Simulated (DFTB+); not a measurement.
## Frequency calculation, with input and output: CH₄S₂ (part 2 of 3)

CH₄S₂, SMILES SCS; DFTB2, R-SCC (DFTB+ 25.1). The geometry was optimised with DFTB2.

Geometry of the input (Å):
```
S  -1.2044  1.2111  -0.5406
C  -0.0825  0.1262  0.4066
S  1.2373  -0.4848  -0.7103
H  -1.6465  0.3055  -1.4473
H  -0.6381  -0.7165  0.8612
H  0.3493  0.7174  1.2330
H  1.9866  -1.1592  0.1982
```

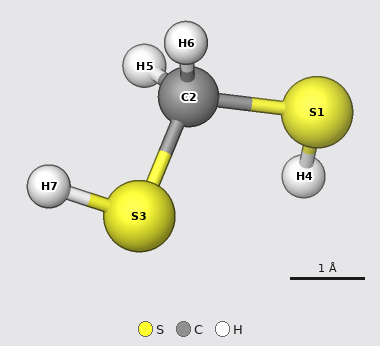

Figure 1. The structure as given in the input (ball-and-stick view, seen at a tilt; atoms are numbered from 1 in the order of the input).

**What the program printed, continued**
```
 iSCC Total electronic   Diff electronic      SCC error
    1   -0.81017367E+01    0.00000000E+00    0.39168162E-03
    2   -0.81017367E+01   -0.82548461E-04    0.29392399E-03
    3   -0.81017367E+01   -0.24788012E-08    0.32323807E-04
    4   -0.81017367E+01   -0.22832936E-08    0.25627014E-05
    5   -0.81017367E+01   -0.60612848E-10    0.93989664E-07
    6   -0.81017367E+01   -0.66791017E-12    0.55440181E-07
    7   -0.81017367E+01   -0.35527137E-14    0.11377314E-07
    8   -0.81017367E+01    0.17763568E-14    0.14086843E-09

Total Energy:                       -8.0484924743 H         -219.0106 eV
Extrapolated to 0K:                 -8.0484924743 H         -219.0106 eV
Total Mermin free energy:           -8.0484924743 H         -219.0106 eV
Force related energy:               -8.0484924743 H         -219.0106 eV

--------------------------------------------------------------------------------

***  Geometry step: 12

 iSCC Total electronic   Diff electronic      SCC error
    1   -0.81016981E+01    0.00000000E+00    0.26548829E-03
    2   -0.81016981E+01    0.38642593E-04    0.19431786E-03
    3   -0.81016981E+01   -0.15691679E-08    0.21327385E-04
    4   -0.81016981E+01   -0.13399255E-08    0.15362708E-05
    5   -0.81016981E+01   -0.16612489E-10    0.45227050E-07
    6   -0.81016981E+01   -0.37481129E-12    0.24309228E-07
    7   -0.81016981E+01    0.00000000E+00    0.19124862E-08
    8   -0.81016981E+01    0.17763568E-14    0.14694890E-09

Total Energy:                       -8.0484925819 H         -219.0106 eV
Extrapolated to 0K:                 -8.0484925819 H         -219.0106 eV
Total Mermin free energy:           -8.0484925819 H         -219.0106 eV
Force related energy:               -8.0484925819 H         -219.0106 eV

--------------------------------------------------------------------------------

***  Geometry step: 13

 iSCC Total electronic   Diff electronic      SCC error
    1   -0.81016929E+01    0.00000000E+00    0.22726365E-03
    2   -0.81016929E+01    0.52089636E-05    0.15286055E-03
    3   -0.81016929E+01   -0.16334809E-08    0.34592417E-05
    4   -0.81016929E+01   -0.13395347E-08    0.73055675E-06
    5   -0.81016929E+01   -0.17408297E-11    0.41982459E-07
    6   -0.81016929E+01   -0.31974423E-13    0.17624482E-07
    7   -0.81016929E+01    0.17763568E-14    0.31742446E-08
    8   -0.81016929E+01   -0.17763568E-14    0.17617241E-10

Total Energy:                       -8.0484925802 H         -219.0106 eV
Extrapolated to 0K:                 -8.0484925802 H         -219.0106 eV
Total Mermin free energy:           -8.0484925802 H         -219.0106 eV
Force related energy:               -8.0484925802 H         -219.0106 eV

--------------------------------------------------------------------------------

***  Geometry step: 14

 iSCC Total electronic   Diff electronic      SCC error
    1   -0.81017093E+01    0.00000000E+00    0.46903170E-04
    2   -0.81017093E+01   -0.16429654E-04    0.31975516E-04
    3   -0.81017093E+01   -0.28455460E-10    0.20075036E-05
    4   -0.81017093E+01   -0.25000446E-10    0.42145886E-06
    5   -0.81017093E+01   -0.44941828E-12    0.17638933E-07
    6   -0.81017093E+01   -0.53290705E-14    0.47220328E-08
    7   -0.81017093E+01   -0.17763568E-14    0.59625371E-09

Total Energy:                       -8.0484926149 H         -219.0106 eV
Extrapolated to 0K:                 -8.0484926149 H         -219.0106 eV
Total Mermin free energy:           -8.0484926149 H         -219.0106 eV
Force related energy:               -8.0484926149 H         -219.0106 eV

--------------------------------------------------------------------------------

***  Geometry step: 15

 iSCC Total electronic   Diff electronic      SCC error
    1   -0.81016816E+01    0.00000000E+00    0.22252026E-03
    2   -0.81016816E+01    0.27665284E-04    0.14656404E-03
    3   -0.81016816E+01   -0.12275834E-08    0.48732450E-05
    4   -0.81016816E+01   -0.98748565E-09    0.20397825E-05
    5   -0.81016816E+01   -0.35047520E-11    0.43251677E-07
    6   -0.81016816E+01   -0.69277917E-13    0.27164278E-07
    7   -0.81016816E+01   -0.17763568E-14    0.53409044E-08
    8   -0.81016816E+01    0.00000000E+00    0.15924417E-09

Total Energy:                       -8.0484926259 H         -219.0106 eV
Extrapolated to 0K:                 -8.0484926259 H         -219.0106 eV
Total Mermin free energy:           -8.0484926259 H         -219.0106 eV
Force related energy:               -8.0484926259 H         -219.0106 eV

--------------------------------------------------------------------------------

***  Geometry step: 16

 iSCC Total electronic   Diff electronic      SCC error
    1   -0.81016224E+01    0.00000000E+00    0.10656458E-03
    2   -0.81016224E+01    0.59219867E-04    0.72692689E-04
    3   -0.81016224E+01   -0.14768986E-09    0.53954333E-05
    4   -0.81016224E+01   -0.10319390E-09    0.50261096E-06
    5   -0.81016224E+01   -0.37267966E-11    0.44490316E-07
    6   -0.81016224E+01   -0.19539925E-13    0.12119441E-07
    7   -0.81016224E+01   -0.17763568E-14    0.23856422E-08
    8   -0.81016224E+01   -0.35527137E-14    0.14866919E-09

Total Energy:                       -8.0484925541 H         -219.0106 eV
Extrapolated to 0K:                 -8.0484925541 H         -219.0106 eV
Total Mermin free energy:           -8.0484925541 H         -219.0106 eV
Force related energy:               -8.0484925541 H         -219.0106 eV

--------------------------------------------------------------------------------

***  Geometry step: 17

 iSCC Total electronic   Diff electronic      SCC error
    1   -0.81017685E+01    0.00000000E+00    0.32949500E-03
    2   -0.81017685E+01   -0.14607048E-03    0.21394476E-03
    3   -0.81017685E+01   -0.18843380E-08    0.14250341E-04
    4   -0.81017685E+01   -0.13611245E-08    0.40257261E-05
    5   -0.81017685E+01   -0.26052049E-10    0.16818888E-06
    6   -0.81017685E+01   -0.70343731E-12    0.92161267E-07
    7   -0.81017685E+01   -0.17763568E-14    0.45710320E-08
    8   -0.81017685E+01    0.00000000E+00    0.19073454E-09

Total Energy:                       -8.0484925530 H         -219.0106 eV
Extrapolated to 0K:                 -8.0484925530 H         -219.0106 eV
Total Mermin free energy:           -8.0484925530 H         -219.0106 eV
Force related energy:               -8.0484925530 H         -219.0106 eV

--------------------------------------------------------------------------------

***  Geometry step: 18

 iSCC Total electronic   Diff electronic      SCC error
    1   -0.81016749E+01    0.00000000E+00    0.16263329E-03
    2   -0.81016749E+01    0.93612929E-04    0.10784016E-03
    3   -0.81016749E+01   -0.44933302E-09    0.81054823E-05
    4   -0.81016749E+01   -0.36458481E-09    0.16730774E-05
    5   -0.81016749E+01   -0.47037929E-11    0.61242266E-07
    6   -0.81016749E+01   -0.17941204E-12    0.27340460E-07
    7   -0.81016749E+01   -0.35527137E-14    0.23257541E-08
    8   -0.81016749E+01    0.00000000E+00    0.81193829E-10

Total Energy:                       -8.0484926402 H         -219.0106 eV
Extrapolated to 0K:                 -8.0484926402 H         -219.0106 eV
Total Mermin free energy:           -8.0484926402 H         -219.0106 eV
Force related energy:               -8.0484926402 H         -219.0106 eV

--------------------------------------------------------------------------------

***  Geometry step: 19

 iSCC Total electronic   Diff electronic      SCC error
    1   -0.81017161E+01    0.00000000E+00    0.10114004E-03
    2   -0.81017161E+01   -0.41191803E-04    0.68985144E-04
    3   -0.81017161E+01   -0.32676617E-09    0.86770906E-05
    4   -0.81017161E+01   -0.24365754E-09    0.76057616E-06
    5   -0.81017161E+01   -0.38635761E-11    0.35726717E-07
    6   -0.81017161E+01   -0.23092639E-13    0.15193358E-07
    7   -0.81017161E+01   -0.17763568E-14    0.43540557E-08
    8   -0.81017161E+01   -0.17763568E-14    0.41680548E-09

Total Energy:                       -8.0484926603 H         -219.0106 eV
Extrapolated to 0K:                 -8.0484926603 H         -219.0106 eV
Total Mermin free energy:           -8.0484926603 H         -219.0106 eV
Force related energy:               -8.0484926603 H         -219.0106 eV

--------------------------------------------------------------------------------

***  Geometry step: 20

 iSCC Total electronic   Diff electronic      SCC error
    1   -0.81016533E+01    0.00000000E+00    0.16532196E-03
    2   -0.81016533E+01    0.62761481E-04    0.10844820E-03
    3   -0.81016533E+01   -0.68699357E-09    0.10100040E-04
    4   -0.81016533E+01   -0.52535398E-09    0.99237747E-06
    5   -0.81016533E+01   -0.68585138E-11    0.75546237E-07
    6   -0.81016533E+01   -0.39079850E-13    0.29411314E-07
    7   -0.81016533E+01    0.00000000E+00    0.54071077E-08
    8   -0.81016533E+01   -0.17763568E-14    0.56883243E-09

Total Energy:                       -8.0484926078 H         -219.0106 eV
Extrapolated to 0K:                 -8.0484926078 H         -219.0106 eV
Total Mermin free energy:           -8.0484926078 H         -219.0106 eV
Force related energy:               -8.0484926078 H         -219.0106 eV

--------------------------------------------------------------------------------

***  Geometry step: 21

 iSCC Total electronic   Diff electronic      SCC error
    1   -0.81017377E+01    0.00000000E+00    0.26752592E-03
    2   -0.81017377E+01   -0.84339374E-04    0.17354620E-03
    3   -0.81017377E+01   -0.14387549E-08    0.11461773E-04
    4   -0.81017377E+01   -0.10654055E-08    0.12138291E-05
    5   -0.81017377E+01   -0.13944401E-10    0.50120978E-07
    6   -0.81017377E+01   -0.58619776E-13    0.37112128E-07
    7   -0.81017377E+01    0.00000000E+00    0.20517600E-08
    8   -0.81017377E+01   -0.17763568E-14    0.68592476E-09

Total Energy:                       -8.0484926046 H         -219.0106 eV
Extrapolated to 0K:                 -8.0484926046 H         -219.0106 eV
Total Mermin free energy:           -8.0484926046 H         -219.0106 eV
Force related energy:               -8.0484926046 H         -219.0106 eV

--------------------------------------------------------------------------------

***  Geometry step: 22

 iSCC Total electronic   Diff electronic      SCC error
    1   -0.81016533E+01    0.00000000E+00    0.20873803E-03
    2   -0.81016533E+01    0.84384005E-04    0.13795519E-03
    3   -0.81016533E+01   -0.10979964E-08    0.12651697E-04
    4   -0.81016533E+01   -0.84334850E-09    0.12340305E-05
    5   -0.81016533E+01   -0.11032952E-10    0.96364601E-07
    6   -0.81016533E+01   -0.55067062E-13    0.42310628E-07
    7   -0.81016533E+01    0.00000000E+00    0.65660816E-08
    8   -0.81016533E+01    0.00000000E+00    0.68947181E-09

Total Energy:                       -8.0484926133 H         -219.0106 eV
Extrapolated to 0K:                 -8.0484926133 H         -219.0106 eV
Total Mermin free energy:           -8.0484926133 H         -219.0106 eV
Force related energy:               -8.0484926133 H         -219.0106 eV

--------------------------------------------------------------------------------

***  Geometry step: 23

 iSCC Total electronic   Diff electronic      SCC error
    1   -0.81017377E+01    0.00000000E+00    0.18813827E-03
    2   -0.81017377E+01   -0.84423196E-04    0.12822218E-03
    3   -0.81017377E+01   -0.95025499E-09    0.13698044E-04
    4   -0.81017377E+01   -0.73507955E-09    0.12608120E-05
    5   -0.81017377E+01   -0.10519585E-10    0.78970416E-07
    6   -0.81017377E+01   -0.56843419E-13    0.33505974E-07
    7   -0.81017377E+01   -0.53290705E-14    0.73313412E-08
    8   -0.81017377E+01    0.00000000E+00    0.71438566E-09

Total Energy:                       -8.0484926014 H         -219.0106 eV
Extrapolated to 0K:                 -8.0484926014 H         -219.0106 eV
Total Mermin free energy:           -8.0484926014 H         -219.0106 eV
Force related energy:               -8.0484926014 H         -219.0106 eV

--------------------------------------------------------------------------------

***  Geometry step: 24

 iSCC Total electronic   Diff electronic      SCC error
    1   -0.81016526E+01    0.00000000E+00    0.94892293E-04
    2   -0.81016526E+01    0.85123863E-04    0.64929969E-04
    3   -0.81016526E+01   -0.39131720E-09    0.46582941E-05
    4   -0.81016526E+01   -0.32949998E-09    0.57821098E-06
    5   -0.81016526E+01   -0.24513724E-11    0.41154838E-07
    6   -0.81016526E+01   -0.21316282E-13    0.13658481E-07
    7   -0.81016526E+01   -0.35527137E-14    0.21110163E-08
    8   -0.81016526E+01    0.17763568E-14    0.13172485E-09

Total Energy:                       -8.0484926098 H         -219.0106 eV
Extrapolated to 0K:                 -8.0484926098 H         -219.0106 eV
Total Mermin free energy:           -8.0484926098 H         -219.0106 eV
Force related energy:               -8.0484926098 H         -219.0106 eV

--------------------------------------------------------------------------------

***  Geometry step: 25

 iSCC Total electronic   Diff electronic      SCC error
    1   -0.81017384E+01    0.00000000E+00    0.12065512E-03
    2   -0.81017384E+01   -0.85783111E-04    0.86518443E-04
    3   -0.81017384E+01   -0.59183414E-09    0.11767313E-04
    4   -0.81017384E+01   -0.46330584E-09    0.11102728E-05
    5   -0.81017384E+01   -0.87485574E-11    0.58258304E-07
    6   -0.81017384E+01   -0.71054274E-13    0.35586499E-07
    7   -0.81017384E+01    0.35527137E-14    0.29834459E-08
    8   -0.81017384E+01   -0.17763568E-14    0.34038383E-09

Total Energy:                       -8.0484926185 H         -219.0106 eV
Extrapolated to 0K:                 -8.0484926185 H         -219.0106 eV
Total Mermin free energy:           -8.0484926185 H         -219.0106 eV
Force related energy:               -8.0484926185 H         -219.0106 eV

--------------------------------------------------------------------------------

***  Geometry step: 26
```
